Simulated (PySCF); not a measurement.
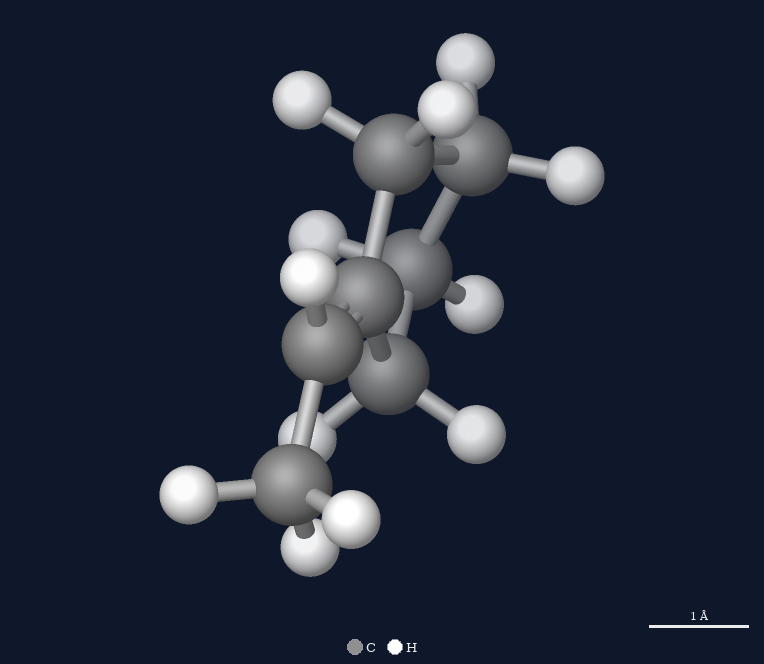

The geometry was computed by an optimisation with GFN2-xTB. No frequency run is at hand to confirm it as a minimum.

Description:

It has 19 atoms: 7 carbon and 12 hydrogen (C₇H₁₂). SMILES: `CC=C1CCCC1`. Independent rings (smallest set): 1 of 5 members. Among its groups: alkene. Coordination: 5 C tetrahedral; 2 C trigonal planar.

The parts below concern this one geometry. Atoms keep their numbers from picture to picture.

**Geometry**

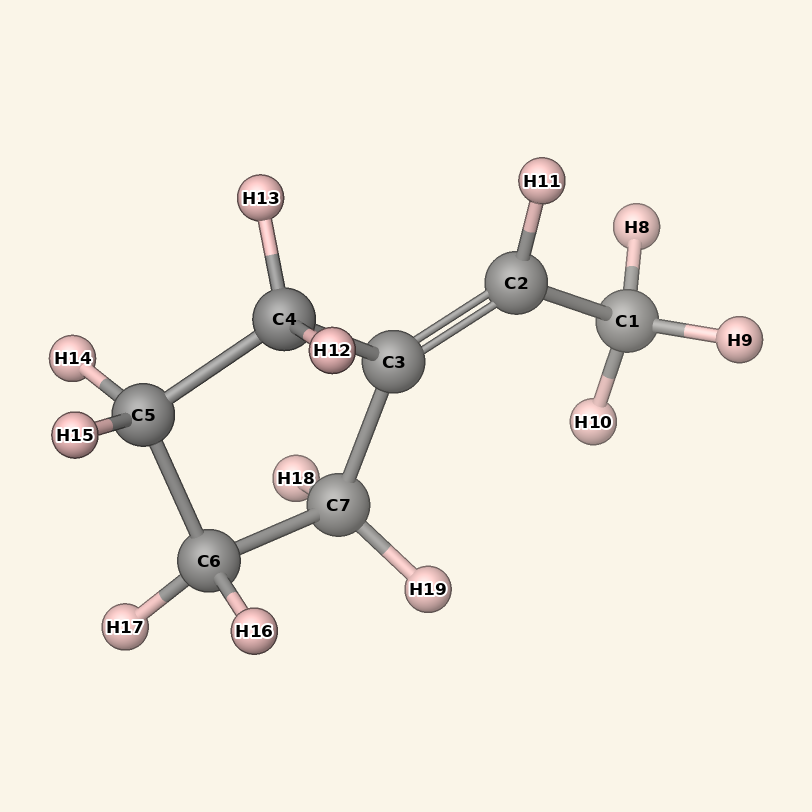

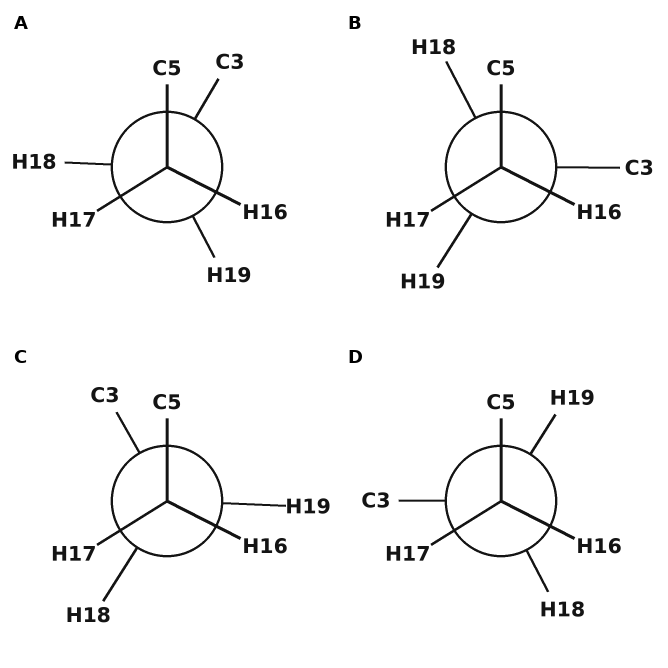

Depth is shown by fading: the farther an atom, the more it takes the colour of the background. Bonds that would overlap in a projection are set slightly apart. No frequency run is at hand to confirm it as a minimum.

Question: Which Newman projection shows the view along C6–C7, with C6 in front?

Answer: A. The torsion angle C5–C6–C7–C3 is 30°, synclinal (gauche).

**NMR shielding**

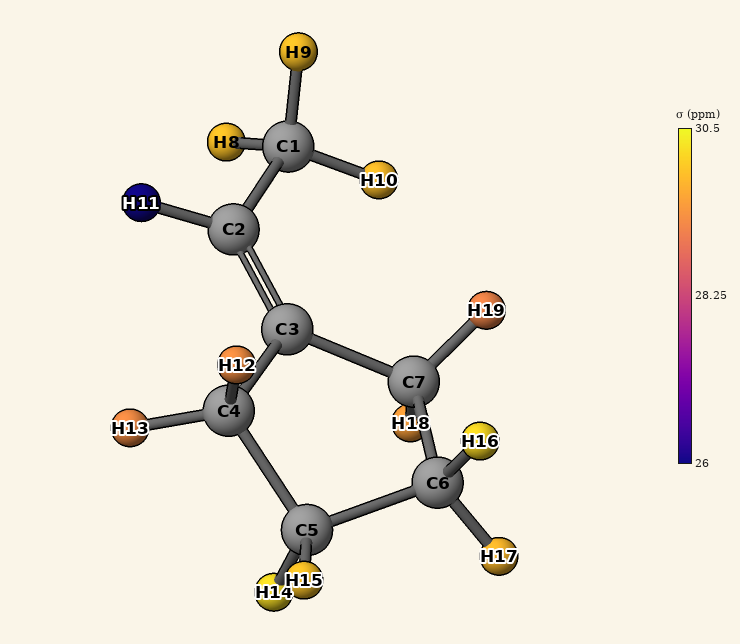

Atoms are coloured by their isotropic NMR shieldings (H only, the others grey). No frequency run is at hand to confirm it as a minimum. Properties computed with GIAO PBE0/pcSseg-1 NMR shielding, non-relativistic, gas phase (PySCF 2.14.0).

Give the isotropic NMR shieldings of the H atoms atom by atom.

| atom | σ (ppm) |
| --- | --- |
| H8 | 29.93 |
| H9 | 29.93 |
| H10 | 29.87 |
| H11 | 26.03 |
| H12 | 29.32 |
| H13 | 29.27 |
| H14 | 30.23 |
| H15 | 29.95 |
| H16 | 30.17 |
| H17 | 29.82 |
| H18 | 29.51 |
| H19 | 29.19 |

**Ring current**

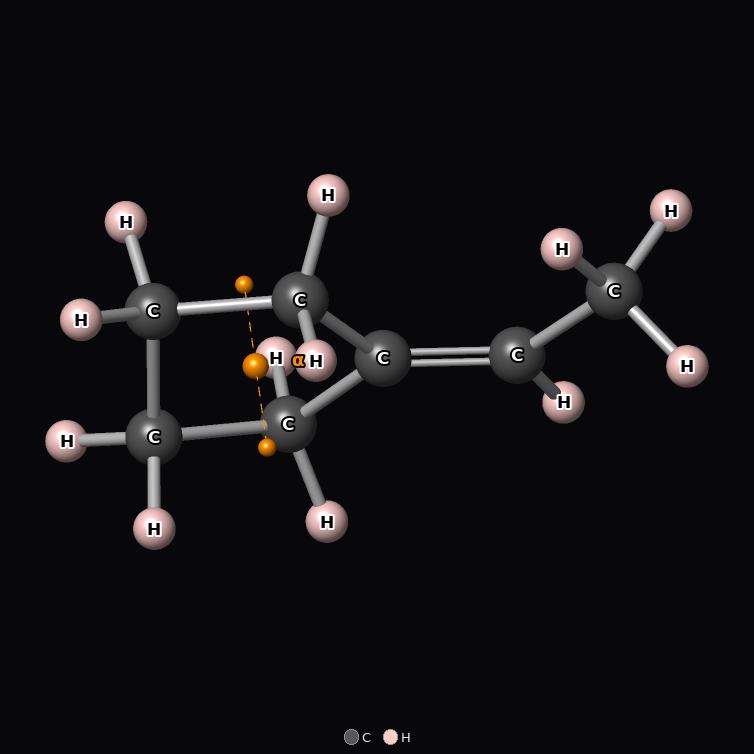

The small points mark where nucleus-independent chemical shifts (NICS) were computed: at the centre of each lettered ring and 1 Å above and below it. No frequency run is at hand to confirm it as a minimum. Level of theory: GIAO PBE0/pcSseg-1 NMR shielding, non-relativistic, gas phase (PySCF 2.14.0).

Give NICS(0), NICS(1) and the out-of-plane component NICS(1)zz for each ring (means of the two sides).

```csv
ring,members,NICS(0),NICS(1),NICS(1)zz
α,C5,−3.1,−3.5,−3.4
```

Values in ppm.

Question: What do the values say about the ring currents?

Answer: Ring α: weak, as in a non-aromatic ring. NICS is one index among several.

**Electronic properties**

No frequency run is at hand to confirm it as a minimum. Method: PBE0/pcSseg-1, gas phase (PySCF 2.14.0).

Predict the main results.

- dipole moment: 0.22 D
- HOMO energy (Kohn–Sham orbital): −6.50 eV
- LUMO energy (Kohn–Sham orbital): 0.65 eV
- HOMO–LUMO gap: 7.15 eV
